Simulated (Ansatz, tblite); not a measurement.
**The cluster Al₃O₃+: a ladder of methods and basis sets**

How do method and basis change the picture of the cluster Al₃O₃+ (singlet)?

Method: as each input shows; program: Ansatz 0.2.0, Gaussian basis.

Levels to be run: GFN1-xTB, GFN2-xTB, PBE-D4/def2-TZVP, r2SCAN-D4/def2-TZVP, BLYP-D4/def2-TZVP, LDA/def2-TZVP, B3LYP-D4/def2-TZVP, PBE-D4/def2-SVP, PBE0-D4/def2-SVP, HF/STO-3G, CCSD(T)/def2-TZVPP, MP2/def2-TZVP.

2 further runs of the same task are left out: 2 set aside as unsound or not needed. Runs told in other sessions of the task aren't counted.

## (1) The geometry

The singlet was relaxed beforehand with r2SCAN-D4/def2-SVP. At that level it is the lowest of the isomers that a small search found.

6 atoms, charge 1, spin multiplicity 1.

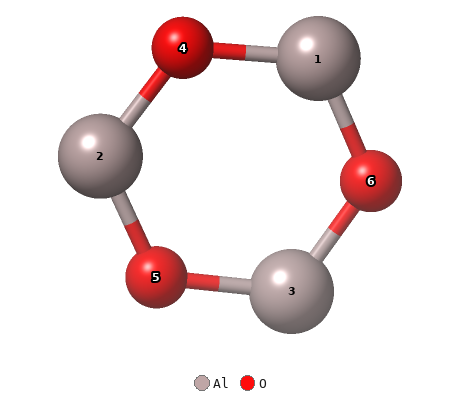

The geometry (aluminium light grey, oxygen red); atoms are numbered from 1 in the order of the file.

The ion is computed in the gas phase, without counter-ions or solvent.

PBE0-D4/def2-TZVP was run before; its log isn't repeated, and its numbers join the tables.

## (2) GFN1-xTB

Tight binding, by tblite at 300 K electronic temperature and without a spin-polarisation term:

```python
tblite.interface.Calculator('GFN1-xTB', numbers, positions, charge=1, uhf=0).singlepoint()
```

Energy -482.1773 eV, HOMO -16.35 eV, LUMO -15.22 eV; 0.005 s.

## (3) GFN2-xTB

Tight binding, by tblite at 300 K electronic temperature and without a spin-polarisation term:

```python
tblite.interface.Calculator('GFN2-xTB', numbers, positions, charge=1, uhf=0).singlepoint()
```

Energy -414.0060 eV, HOMO -16.35 eV, LUMO -15.04 eV; 0.006 s.

## (4) PBE-D4/def2-TZVP

start.molden holds the orbitals of an earlier run on this state, given as this run's starting guess.

File in.yaml:

```yaml
crystal:
  periodic: [false, false, false]
  atoms:
    - {symbol: Al, position_ang: [0.850056, 1.509842, 0.043630]}
    - {symbol: Al, position_ang: [0.883104, -1.490482, -0.062831]}
    - {symbol: Al, position_ang: [-1.733025, -0.019647, 0.019494]}
    - {symbol: O, position_ang: [1.706637, 0.019400, -0.019033]}
    - {symbol: O, position_ang: [-0.837161, -1.486895, -0.042852]}
    - {symbol: O, position_ang: [-0.869610, 1.467772, 0.061583]}
basis:
  gaussian: {orbitals: def2-TZVP, initial_orbitals: start.molden}
total_charge: 1
hamiltonian: {xc: pbe, dispersion: d4}
scf: {omitted_lower_state_checks: [starts]}
output: {forces: true, orbitals: {seedname: orbitals}}
```

Run with:

```sh
$ ansatz run in.yaml --threads 4 --pin off --events-out ev --progress --plain --max-ram 4787MiB
```

What it wrote:

```text
Functional definition: PBE
  name "PBE"
  cite "Perdew, Burke & Ernzerhof, Phys. Rev. Lett. 77, 3865 (1996) doi:10.1103/PhysRevLett.77.3865"
  parent pbe
  parameter kappa = 0.804
  parameter beta = 0.06672455060314922
  exchange = pbe_x(kappa = kappa, mu = beta*pi^2/3)
  correlation = pbe_c(beta = beta)
these checks for a lower state are left out or cut short: starts
1230 factors; their error is unknown
mean field evaluation 1: about -25916.6353 eV, gradient 1.3e1 eV
mean field evaluation 2: about -25916.7885 eV, gradient 1.8e-1 eV
mean field evaluation 4: about -25916.7819 eV, gradient 3.0e-4 eV
mean field -25916.78191993 eV, -952.4241685318 hartree, gradient 1.1e-5 eV, S^2 0.000000; 0 other end points of the search recorded, 0 dependent functions left out
the calculation of the forces begins
reference -25916.78196252 eV, -952.4241700970 hartree; 31, 31 occupied and 173, 173 virtual orbitals, 1230 factors
Total energy: -25916.97759381 eV, -952.4313594142 hartree
Atom 0 at     0.850056     1.509842     0.043630 Å, force    -0.080352    -0.140787    -0.004660 eV/Å
Atom 1 at     0.883104    -1.490482    -0.062831 Å, force    -0.083708     0.142647     0.005794 eV/Å
Atom 2 at    -1.733025    -0.019647     0.019494 Å, force     0.163648     0.003423    -0.002436 eV/Å
Atom 3 at     1.706637     0.019400    -0.019033 Å, force     0.132144    -0.001641    -0.001244 eV/Å
Atom 4 at    -0.837161    -1.486895    -0.042852 Å, force    -0.063473    -0.115431    -0.002956 eV/Å
Atom 5 at    -0.869610     1.467772     0.061583 Å, force    -0.068259     0.111789     0.005502 eV/Å
Dipole moment:     0.000038     0.000063     0.000344 e Å
Checks for a lower state left out: starts
```

Run time: 2.2 s. Hardware: 4 threads of Arm Neoverse V1, shared host.

From the report: HOMO -10.12 eV, LUMO -8.88 eV.

## (5) r2SCAN-D4/def2-TZVP

in.yaml: that of step 4 with these lines changed.

```diff
@@ -12,4 +12,4 @@
 total_charge: 1
-hamiltonian: {xc: pbe, dispersion: d4}
+hamiltonian: {xc: r2scan, dispersion: d4}
 scf: {omitted_lower_state_checks: [starts]}
-output: {forces: true, orbitals: {seedname: orbitals}}
+output: {orbitals: {seedname: orbitals}}
```

Launched as before.

What it wrote:

```text
Functional definition: r2SCAN
  name "r2SCAN"
  cite "Furness, Kaplan, Ning, Perdew & Sun, J. Phys. Chem. Lett. 11, 8208 (2020) doi:10.1021/acs.jpclett.0c02405"
  cite "Furness, Kaplan, Ning, Perdew & Sun, J. Phys. Chem. Lett. 11, 9248 (2020) doi:10.1021/acs.jpclett.0c03077"
  parent r2scan
  parameter k0 = 0.174
  parameter k1 = 0.065
  parameter a1 = 4.9479
  exchange = r2scan_x(k0 = k0, k1 = k1, a1 = a1)
  correlation = r2scan_c
these checks for a lower state are left out or cut short: starts
1230 factors; their error is unknown
mean field evaluation 1: about -25928.8265 eV, gradient 7.7e0 eV
mean field evaluation 2: about -25928.8716 eV, gradient 7.1e-2 eV
mean field evaluation 4: about -25928.8612 eV, gradient 1.0e-4 eV
mean field -25928.86117706 eV, -952.8680730435 hartree, gradient 1.8e-5 eV, S^2 0.000000; 0 other end points of the search recorded, 0 dependent functions left out
reference -25928.86119040 eV, -952.8680735339 hartree; 31, 31 occupied and 173, 173 virtual orbitals, 1230 factors
Total energy: -25928.90178364 eV, -952.8695653077 hartree
Checks for a lower state left out: starts
```

It took 4 s on 4 threads of Arm Neoverse V1, shared host.

Report: HOMO -10.09 eV, LUMO -8.82 eV.

## (6) BLYP-D4/def2-TZVP

in.yaml: that of step 5 with these lines changed.

```diff
@@ -12,3 +12,3 @@
 total_charge: 1
-hamiltonian: {xc: r2scan, dispersion: d4}
+hamiltonian: {xc: {name: BLYP}, dispersion: d4}
 scf: {omitted_lower_state_checks: [starts]}
```

Launched as before.

What it wrote:

```text
Functional definition: BLYP
  name "BLYP"
  cite "Becke, Phys. Rev. A 38, 3098 (1988) doi:10.1103/PhysRevA.38.3098"
  cite "Lee, Yang & Parr, Phys. Rev. B 37, 785 (1988) doi:10.1103/PhysRevB.37.785"
  parameter beta = 0.0042
  parameter a = 0.04918
  parameter b = 0.132
  parameter c = 0.2533
  parameter d = 0.349
  exchange = b88_x(beta = beta)
  correlation = lyp_c(a = a, b = b, c = c, d = d)
these checks for a lower state are left out or cut short: starts
1230 factors; their error is unknown
mean field evaluation 1: about -25934.0879 eV, gradient 2.0e1 eV
mean field evaluation 2: about -25934.3770 eV, gradient 3.1e-1 eV
mean field evaluation 4: about -25934.3724 eV, gradient 9.3e-2 eV
mean field evaluation 8: about -25934.3725 eV, gradient 1.4e-5 eV
mean field -25934.37246205 eV, -953.0706090312 hartree, gradient 1.4e-5 eV, S^2 0.000000; 0 other end points of the search recorded, 0 dependent functions left out
reference -25934.37278649 eV, -953.0706209542 hartree; 31, 31 occupied and 173, 173 virtual orbitals, 1230 factors
Total energy: -25934.79295761 eV, -953.0860619583 hartree
Checks for a lower state left out: starts
```

Wall time 2.3 s (4 threads of Arm Neoverse V1, shared host).

Report: HOMO -10.02 eV, LUMO -8.78 eV.

## (7) LDA/def2-TZVP

in.yaml: that of step 6 with these lines changed.

```diff
@@ -12,3 +12,3 @@
 total_charge: 1
-hamiltonian: {xc: {name: BLYP}, dispersion: d4}
+hamiltonian: {xc: lda}
 scf: {omitted_lower_state_checks: [starts]}
```

Same command.

What it wrote:

```text
Functional definition: SPW92
  name "SPW92"
  cite "Dirac, Proc. Camb. Phil. Soc. 26, 376 (1930) doi:10.1017/S0305004100016108"
  cite "Slater, Phys. Rev. 81, 385 (1951) doi:10.1103/PhysRev.81.385"
  cite "Perdew & Wang, Phys. Rev. B 45, 13244 (1992) doi:10.1103/PhysRevB.45.13244"
  exchange = slater_x
  correlation = pw_c
these checks for a lower state are left out or cut short: starts
1230 factors; their error is unknown
mean field evaluation 1: about -25805.3467 eV, gradient 4.6e1 eV
mean field evaluation 2: about -25805.8926 eV, gradient 7.5e-1 eV
mean field evaluation 4: about -25805.8894 eV, gradient 8.7e-2 eV
mean field evaluation 8: about -25805.8895 eV, gradient 2.5e-5 eV
mean field -25805.88946039 eV, -948.3489458091 hartree, gradient 2.5e-5 eV, S^2 0.000000; 0 other end points of the search recorded, 0 dependent functions left out
reference -25805.88950112 eV, -948.3489473061 hartree; 31, 31 occupied and 173, 173 virtual orbitals, 1230 factors
Total energy: -25805.88950112 eV, -948.3489473061 hartree
Checks for a lower state left out: starts
```

Wall time 1.2 s (4 threads of Arm Neoverse V1, shared host).

Report: HOMO -10.30 eV, LUMO -9.05 eV.

## (8) B3LYP-D4/def2-TZVP

in.yaml: that of step 7 with these lines changed.

```diff
@@ -12,3 +12,3 @@
 total_charge: 1
-hamiltonian: {xc: lda}
+hamiltonian: {xc: {name: B3LYP}, dispersion: d4}
 scf: {omitted_lower_state_checks: [starts]}
```

Launched as before.

What it wrote, cut to the lines that bear on the results:

```text
Functional definition: B3LYP
  name "B3LYP"
  cite "Stephens, Devlin, Chabalowski & Frisch, J. Phys. Chem. 98, 11623 (1994) doi:10.1021/j100096a001"
  cite "Becke, Phys. Rev. A 38, 3098 (1988) doi:10.1103/PhysRevA.38.3098"
  cite "Lee, Yang & Parr, Phys. Rev. B 37, 785 (1988) doi:10.1103/PhysRevB.37.785"
  cite "Vosko, Wilk & Nusair, Can. J. Phys. 58, 1200 (1980) doi:10.1139/p80-159"
[...]
1230 factors; their error is unknown
[...]
mean field -25935.44539823 eV, -953.1100387087 hartree, gradient 1.1e-5 eV, S^2 0.000000; 0 other end points of the search recorded, 0 dependent functions left out
reference -25935.44564110 eV, -953.1100476339 hartree; 31, 31 occupied and 173, 173 virtual orbitals, 1230 factors
Total energy: -25935.77029769 eV, -953.1219785436 hartree
Checks for a lower state left out: starts
```

Wall time 3 s (4 threads of Arm Neoverse V1, shared host).

Report: HOMO -10.46 eV, LUMO -8.44 eV.

## (9) PBE-D4/def2-SVP

in.yaml: that of step 8 with these lines changed.

```diff
@@ -10,5 +10,5 @@
 basis:
-  gaussian: {orbitals: def2-TZVP, initial_orbitals: start.molden}
+  gaussian: {orbitals: def2-SVP, initial_orbitals: start.molden}
 total_charge: 1
-hamiltonian: {xc: {name: B3LYP}, dispersion: d4}
+hamiltonian: {xc: pbe, dispersion: d4}
 scf: {omitted_lower_state_checks: [starts]}
```

Same command.

What it wrote:

```text
Functional definition: PBE
  name "PBE"
  cite "Perdew, Burke & Ernzerhof, Phys. Rev. Lett. 77, 3865 (1996) doi:10.1103/PhysRevLett.77.3865"
  parent pbe
  parameter kappa = 0.804
  parameter beta = 0.06672455060314922
  exchange = pbe_x(kappa = kappa, mu = beta*pi^2/3)
  correlation = pbe_c(beta = beta)
these checks for a lower state are left out or cut short: starts
1008 factors; their error is unknown
mean field evaluation 1: about -25901.6293 eV, gradient 1.1e1 eV
mean field evaluation 2: about -25901.9240 eV, gradient 2.2e-1 eV
mean field evaluation 4: about -25901.8680 eV, gradient 3.0e-4 eV
mean field -25901.86799324 eV, -951.8760918347 hartree, gradient 2.6e-5 eV, S^2 0.000000; 0 other end points of the search recorded, 0 dependent functions left out
reference -25901.86803397 eV, -951.8760933316 hartree; 31, 31 occupied and 65, 65 virtual orbitals, 1008 factors
Total energy: -25902.06366526 eV, -951.8832826488 hartree
Checks for a lower state left out: starts
```

Wall time 0.95 s (4 threads of Arm Neoverse V1, shared host).

From the report: HOMO -10.08 eV, LUMO -8.84 eV.

## (10) PBE0-D4/def2-SVP

in.yaml: that of step 9 with these lines changed.

```diff
@@ -12,3 +12,3 @@
 total_charge: 1
-hamiltonian: {xc: pbe, dispersion: d4}
+hamiltonian: {xc: pbe0, dispersion: d4}
 scf: {omitted_lower_state_checks: [starts]}
```

Same command.

What it wrote:

```text
Functional definition: PBE0
  name "PBE0"
  cite "Adamo & Barone, J. Chem. Phys. 110, 6158 (1999) doi:10.1063/1.478522"
  cite "Perdew, Burke & Ernzerhof, Phys. Rev. Lett. 77, 3865 (1996) doi:10.1103/PhysRevLett.77.3865"
  parent pbe
  parameter a = 0.25
  parameter kappa = 0.804
  parameter beta = 0.06672455060314922
  exchange = (1 - a)*pbe_x(kappa = kappa, mu = beta*pi^2/3) + a*exact_x
  correlation = pbe_c(beta = beta)
these checks for a lower state are left out or cut short: starts
852 factors; integrals over basis functions are off by at most 4.5e-4 eV
mean field evaluation 1: about -25902.5486 eV, gradient 8.9e0 eV
mean field evaluation 2: about -25902.7030 eV, gradient 1.1e-1 eV
mean field evaluation 4: about -25902.8361 eV, gradient 5.8e-4 eV
mean field -25902.83610258 eV, -951.9116691970 hartree, gradient 1.4e-5 eV, S^2 0.000000; 0 other end points of the search recorded, 0 dependent functions left out
reference -25902.83613331 eV, -951.9116703263 hartree; 31, 31 occupied and 65, 65 virtual orbitals, 852 factors
Total energy: -25903.00202222 eV, -951.9177666311 hartree
Checks for a lower state left out: starts
```

Wall time 1.1 s (4 threads of Arm Neoverse V1, shared host).

From the report: HOMO -10.42 eV, LUMO -8.22 eV.

## (11) HF/STO-3G

in.yaml: that of step 10 with these lines changed.

```diff
@@ -10,5 +10,5 @@
 basis:
-  gaussian: {orbitals: def2-SVP, initial_orbitals: start.molden}
+  gaussian: {orbitals: STO-3G}
 total_charge: 1
-hamiltonian: {xc: pbe0, dispersion: d4}
+hamiltonian: {xc: hf}
 scf: {omitted_lower_state_checks: [starts]}
```

Same command.

What it wrote:

```text
Functional definition: HF
  name "HF"
  cite "Fock, Z. Phys. 61, 126 (1930) doi:10.1007/BF01340294"
  parent pbe
  exchange = exact_x
  correlation = 0
these checks for a lower state are left out or cut short: starts
516 factors; integrals over basis functions are off by at most 5.8e-5 eV
mean field evaluation 1: about -25527.6492 eV, gradient 5.4e1 eV
mean field evaluation 2: about -25527.7430 eV, gradient 5.4e1 eV
mean field evaluation 4: about -25539.2698 eV, gradient 1.9e0 eV
mean field evaluation 8: about -25539.2933 eV, gradient 3.6e-2 eV
mean field -25539.29329189 eV, -938.5517173223 hartree, gradient 3.3e-5 eV, S^2 0.000000; 0 other end points of the search recorded, 0 dependent functions left out
reference -25539.29329189 eV, -938.5517173223 hartree; 31, 31 occupied and 11, 11 virtual orbitals, 516 factors
Total energy: -25539.29329189 eV, -938.5517173223 hartree
Checks for a lower state left out: starts
```

Wall time 0.15 s (4 threads of Arm Neoverse V1, shared host).

HOMO -7.40 eV, LUMO -0.14 eV.

## (12) CCSD(T)/def2-TZVPP

in.yaml: that of step 11 with these lines changed.

```diff
@@ -10,5 +10,5 @@
 basis:
-  gaussian: {orbitals: STO-3G}
+  gaussian: {orbitals: def2-TZVPP, initial_orbitals: start.molden}
 total_charge: 1
-hamiltonian: {xc: hf}
+correlation: {method: ccsd_t}
 scf: {omitted_lower_state_checks: [starts]}
```

Same command.

What it wrote, cut to the lines that bear on the results:

```text
Functional definition: HF
  name "HF"
  cite "Fock, Z. Phys. 61, 126 (1930) doi:10.1007/BF01340294"
  parent pbe
[...]
1386 factors; integrals over basis functions are off by at most 9.7e-4 eV
[...]
mean field -25861.71028540 eV, -950.4003232916 hartree, gradient 1.4e-6 eV, S^2 0.000000; 0 other end points of the search recorded, 0 dependent functions left out; unrestricted orbitals would lower it
unrestricted determinant -25863.07257065 eV, -950.4503863512 hartree, S^2 0.9681
18 core orbitals not correlated: weight in the atoms' cores, before any rotation towards them, 1.000 or more for the frozen orbitals, at most 0.000 for the correlated occupied ones
reference -25861.71028540 eV, -950.4003232916 hartree; 13, 13 occupied and 188, 188 virtual orbitals, 1386 factors
second order -25.48185660 eV of doubles, -0.00000000 eV of singles
cycle   1  -23.91372587 eV  change    8.0e-1 eV  update   1.5e-1
[...]
cycle  11  -24.79320421 eV  change    4.8e-6 eV  update   1.3e-5
perturbative correction -1.44556087 eV, -0.0531233820 hartree
WARN: these amplitudes may be one of several solutions (largest doubles amplitude 0.21, level shift 1.08 eV)
Total energy: -25887.94905048 eV, -951.3645801229 hartree
Checks for a lower state left out: starts
```

It took 67 s on 4 threads of Arm Neoverse V1, shared host; peak memory 3 GiB.

From the report: Hartree-Fock HOMO -10.61 eV, LUMO -5.78 eV; T1 0.021. Doubts: state flagged by the program, large T1 diagnostic, restricted state is unstable towards broken spin symmetry.

## (13) MP2/def2-TZVP

in.yaml: that of step 12 with these lines changed.

```diff
@@ -10,5 +10,5 @@
 basis:
-  gaussian: {orbitals: def2-TZVPP, initial_orbitals: start.molden}
+  gaussian: {orbitals: def2-TZVP, initial_orbitals: start.molden}
 total_charge: 1
-correlation: {method: ccsd_t}
+correlation: {method: mp2}
 scf: {omitted_lower_state_checks: [starts]}
```

Same command.

What it wrote, cut to the lines that bear on the results:

```text
Functional definition: HF
  name "HF"
  cite "Fock, Z. Phys. 61, 126 (1930) doi:10.1007/BF01340294"
  parent pbe
[...]
1296 factors; integrals over basis functions are off by at most 1.0e-3 eV
[...]
mean field -25861.69134390 eV, -950.3996272042 hartree, gradient 1.4e-6 eV, S^2 0.000000; 0 other end points of the search recorded, 0 dependent functions left out; unrestricted orbitals would lower it
[...]
unrestricted determinant -25863.05040466 eV, -950.4495717661 hartree, S^2 0.9678
18 core orbitals not correlated: weight in the atoms' cores, before any rotation towards them, 1.000 or more for the frozen orbitals, at most 0.000 for the correlated occupied ones
reference -25861.69134390 eV, -950.3996272042 hartree; 13, 13 occupied and 173, 173 virtual orbitals, 1296 factors
second order -25.41972973 eV of doubles, -0.00000000 eV of singles
Total energy: -25887.11107363 eV, -951.3337850418 hartree
Checks for a lower state left out: starts
```

Wall time 5.5 s (4 threads of Arm Neoverse V1, shared host); peak memory 0.55 GiB.

Report: Hartree-Fock HOMO -10.62 eV, LUMO -5.79 eV. Doubts: restricted state is unstable towards broken spin symmetry.

## (14) Levels side by side

```tsv
level	functions	HOMO (eV)	LUMO (eV)	gap (eV)	time
HF/STO-3G	42	-7.40	-0.14	7.26	0.15 s
LDA/def2-TZVP	204	-10.30	-9.05	1.25	1.2 s
PBE-D4/def2-SVP	96	-10.08	-8.84	1.24	0.95 s
PBE-D4/def2-TZVP	204	-10.12	-8.88	1.25	2.2 s
BLYP-D4/def2-TZVP	204	-10.02	-8.78	1.24	2.3 s
r2SCAN-D4/def2-TZVP	204	-10.09	-8.82	1.27	4 s
B3LYP-D4/def2-TZVP	204	-10.46	-8.44	2.02	3 s
PBE0-D4/def2-SVP	96	-10.42	-8.22	2.20	1.1 s
PBE0-D4/def2-TZVP	204	-10.47	-8.26	2.21	3.3 s
```

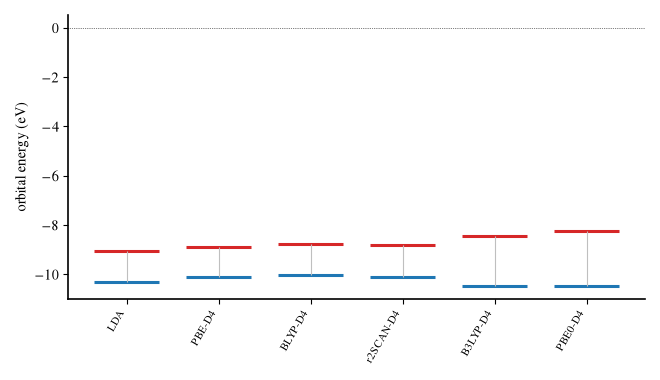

Highest filled (blue) and lowest empty (red) level in def2-TZVP.

Energy pieces by basis (eV):

```tsv
basis	HF	MP2 correlation	CCSD correlation	(T)	total
def2-TZVPP	-25861.7103	-25.4819	-24.7932	-1.4456	-25887.9491
def2-TZVP	-25861.6913	-25.4197			-25887.1111 (MP2)
```

## (15) Results

| quantity | value |
| --- | --- |
| gap in def2-TZVP, named functionals, smallest and largest | 1.24 eV (BLYP-D4), 2.21 eV (PBE0-D4) |
| correlation energy, CCSD(T)/def2-TZVPP | -26.24 eV |
| correlation energy, MP2/def2-TZVP | -25.42 eV |
| PBE0 total energy, smallest basis above largest | 14.83 eV (def2-SVP, def2-TZVP) |

What this shows: Over the named functionals in def2-TZVP the gap runs from 1.24 eV (BLYP-D4) to 2.21 eV (PBE0-D4); exact exchange widens it. Notes on CCSD(T)/def2-TZVPP: large T1 diagnostic, state flagged by the program.

The slowest run with a step of its own, CCSD(T)/def2-TZVPP, took 67 s; the quickest functional in def2-TZVP took 1.2 s (shared host).
